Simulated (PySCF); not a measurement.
Consider C₄H₉BS₂.

```
atom    x (Å)    y (Å)    z (Å)
   C   1.7816  -0.6432   0.2678
   C   0.6554   0.1639  -0.3557
   S   1.0959   1.9663  -0.3165
   B  -0.5656   2.5744  -0.2544
   S  -1.8258   1.3550  -0.0117
   C  -0.6784  -0.0597   0.3439
   C  -1.3427  -1.3616  -0.0715
   H   1.9013  -0.3807   1.3166
   H   2.7147  -0.4322  -0.2478
   H   1.5747  -1.7083   0.1914
   H   0.5609  -0.0820  -1.4187
   H  -0.8124   3.7042  -0.3667
   H  -0.5342  -0.0404   1.4294
   H  -2.2965  -1.4668   0.4388
   H  -0.7131  -2.2099   0.1880
   H  -1.5233  -1.3699  -1.1443
```

Geometry: GFN2-xTB.

Method: B3LYP/def2-SVPD, SCF density, gas phase in PySCF.

### What can the converged electron density and electron localisation function tell about the bonding?

B–S (1.77 Å): the density is about 1.3 e/Å³ at the midpoint; the ELF peaks at about 0.95 between the atoms; localised, covalent bonding.
B–H (1.16 Å): ρ at the midpoint is about 1.3 e/Å³; the ELF climbs to about 1 towards the hydrogen, as it does in any bond to H (a covalent bond by its length).

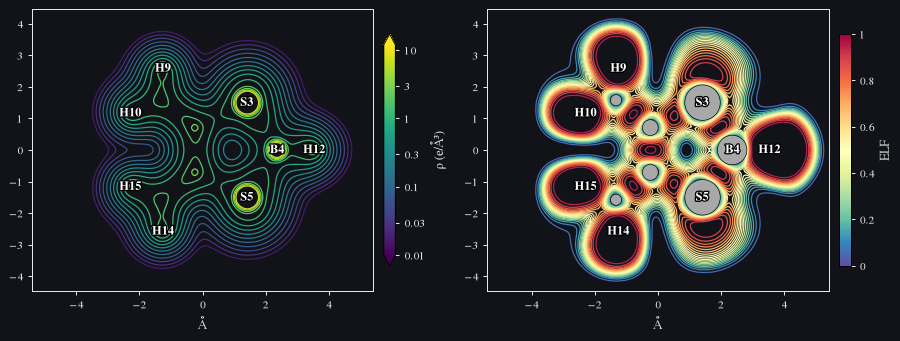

Computed electron density and electron localisation function on the plane of atoms S3, B4 and S5, in this order. Grey discs cover the atomic cores in the ELF map. 
